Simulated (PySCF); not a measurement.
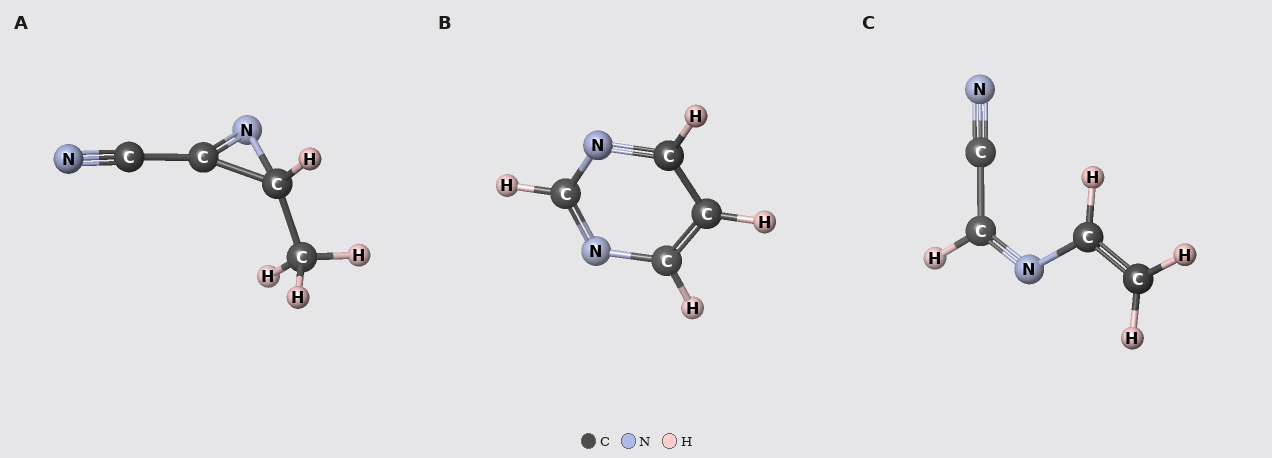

3 stationary structures of one formula. Geometries: PBE0-D3(BJ)/def2-SVP. Electronic energies: PBE0-D3(BJ)/def2-SVP (PySCF 2.14.0), without zero-point energy. No frequency run is at hand to confirm each as a minimum. Each is one conformer, not always the lowest.

**Which is lowest in energy, and by how much?**

B is lowest; C lies 181.6 kJ/mol above it, A lies 247.6 kJ/mol above it. A is `C[C@H]1N=C1C#N`, B is `c1cncnc1`, C is `C=C/N=C\C#N`.
